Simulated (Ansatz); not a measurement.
BH$_{3}$O: several calculations on one system

**1. Relaxation**

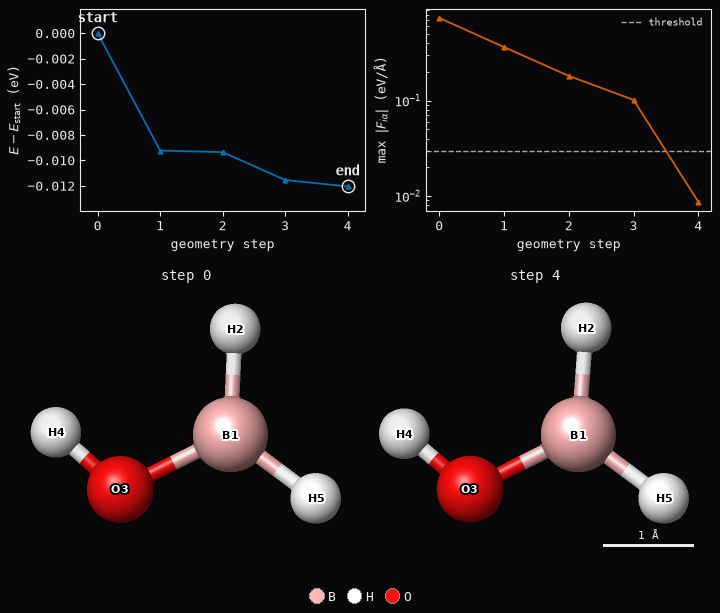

First and last geometry of a relaxation of BH₃O, with the history of the run. The picture is a ball-and-stick view, seen face on.

The run prepares an end point of a later path (reaction) calculation, from a guessed geometry.

Theory: RKS PBE-D4/def2-TZVP in Ansatz 0.2.0. Settings: no spin polarisation; force threshold 0.03 eV/Å; at most 50 steps.

Q: Read the history and describe the run.

A: It converged. The largest move after the best rigid fit is that of H2, 0.025 Å. By element the largest moves are H 0.025 Å, B 0.013 Å, O 0.010 Å. Near-neighbour distances that change, for instance: B1–O3 1.380 → 1.359 Å, B1–H2 1.194 → 1.208 Å. Over 4 geometry steps the energy falls by 0.012 eV. The largest force component goes from 0.74 to 0.0087 eV/Å. The run took 4.3 s on 1 thread of Intel(R) Xeon(R) Platinum 8488C (Sapphire Rapids), with other jobs on the host, peak memory 0.12 GiB.

```
step  E − E(0), eV  largest force component, eV/Å
   0        0.0000                         0.7367
   1       -0.0092                         0.3647
   2       -0.0093                         0.1820
   3       -0.0115                         0.1019
   4       -0.0120                         0.0087
```

**2. Relaxation**

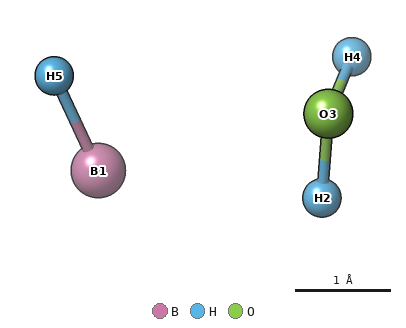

BH₃O, before the relaxation. Style: ball-and-stick. Shown face on.

The run prepares an end point of a later path (reaction) calculation, from a guessed geometry.

Computed with Ansatz 0.2.0, RKS PBE-D4/def2-TZVP.

The input:
```yaml
crystal:
  periodic: [false, false, false]
  atoms:
    - { symbol: B, position_ang: [-0.874791, -0.093588, 0.205721] }
    - { symbol: H, position_ang: [1.306098, -0.01611, 1.177058] }
    - { symbol: O, position_ang: [1.71989, 0.00818, 0.275986] }
    - { symbol: H, position_ang: [1.926959, -0.926211, 0.091495] }
    - { symbol: H, position_ang: [-0.891256, 0.07583, -1.02346] }
basis:
  gaussian: { orbitals: def2-TZVP }
hamiltonian:
  xc: pbe
  dispersion: d4
relax:
  f_tol: 0.03
  max_steps: 50
```

Command:
```bash
ansatz run input.yaml --threads 1 --pin off --max-ram 2048MiB --backend cpu --events-out ev --progress --plain --runs-dir out
```

### What does the optimiser find from here?

Over 11 accepted moves (12 points after the start) the energy falls by 0.431 eV. The largest force component goes from 0.58 to 0.023 eV/Å. The line search rejected the trial step at point 8 of the run. The largest move after the best rigid fit is that of O3, 0.71 Å. By element the largest moves are O 0.71 Å, B 0.51 Å, H 0.42 Å. Among the contacts that change: B1–O3 2.598 → 1.549 Å, O3–H4 0.975 → 1.018 Å, H2–O3 0.992 → 0.972 Å, B1–H5 1.241 → 1.231 Å. New bonds form, among them: B1–O3 (2.60 → 1.55 Å). Among the angles between lasting bonds that change: H2–O3–H4 103.7° → 112.6°. The run took 11 s on 1 thread of Intel(R) Xeon(R) Platinum 8488C (Sapphire Rapids), with other jobs on the host, peak memory 0.12 GiB.

Step by step:

| step | E − E(0), eV | largest force component, eV/Å | note |
| --- | --- | --- | --- |
| 0 | 0.0000 | 0.5818 |  |
| 1 | -0.1180 | 0.6124 |  |
| 2 | -0.2072 | 0.5924 |  |
| 3 | -0.2401 | 0.4637 |  |
| 4 | -0.2466 | 1.2966 |  |
| 5 | -0.2929 | 0.8519 |  |
| 6 | -0.3426 | 0.4347 |  |
| 7 | -0.3823 | 0.8207 |  |
| 8 | -0.3055 | 0.9774 | rejected |
| 9 | -0.4213 | 0.4536 |  |
| 10 | -0.4298 | 0.1457 |  |
| 11 | -0.4313 | 0.0537 |  |
| 12 | -0.4315 | 0.0235 |  |

Final geometry:

```xyz
5

B    -0.4268    0.1536    0.2102
H     1.3889   -0.0233    1.2809
O     1.0621   -0.2346    0.3902
H     1.7771   -0.6576   -0.1979
H    -0.6143   -0.1899   -0.9566
```

The end point in the same view:

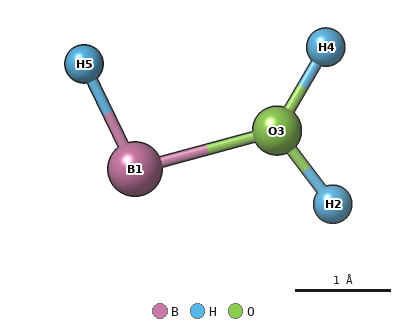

Limits of the set-up: the start holds two separate molecules, 2.4 Å apart at their closest, whose relative position is a soft coordinate.

**3. Path**

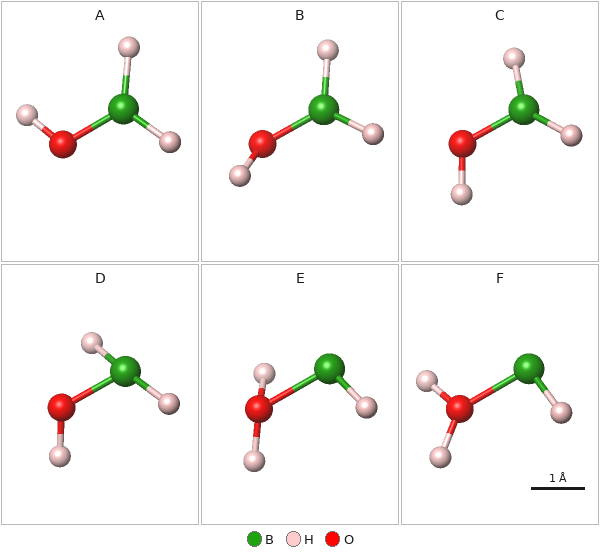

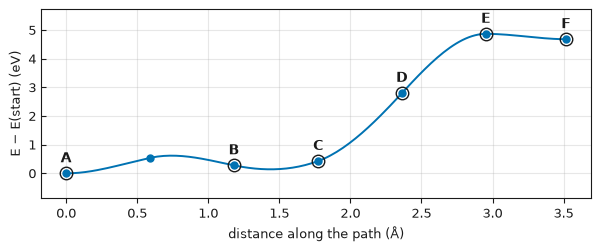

NEB run on BH$_{3}$O. Images are numbered from 0 (start) to 6 (end). Frames A to F are images 0, 2, 3, 4, 5, 6. Style: ball-and-stick. Shown at a tilt.

Level of theory: Ansatz 0.2.0, RKS PBE-D4/def2-TZVP. Run with 5 movable images; climbing image; force threshold 0.03 eV/Å; iteration limit 60; starting path through a guess of the saddle point.

Describe the mechanism and the energy profile.

Forward barrier 4.87 eV, backward barrier 0.19 eV, with image 5 at the top; the reaction energy is +4.68 eV. The profile has 2 maxima (images 1, 5) with a dip at image 2 (+0.28 eV), so the process runs in steps. The path has more than one stage, and so few images may leave a stage unresolved. Breaking: B–H (1.21 → 2.12 Å). Forming: H–O (2.23 → 0.97 Å). The band converged in 18 iterations. The largest component of the band force went from 11 to 0.0076 eV/Å. The climbing image converged on the top of the path. Its vibrational analysis gives one imaginary mode (1037i cm⁻¹), as a transition state must have.

The run took 64 s on 1 thread of Intel(R) Xeon(R) Platinum 8488C (Sapphire Rapids) (shared host), peak memory 0.12 GiB.
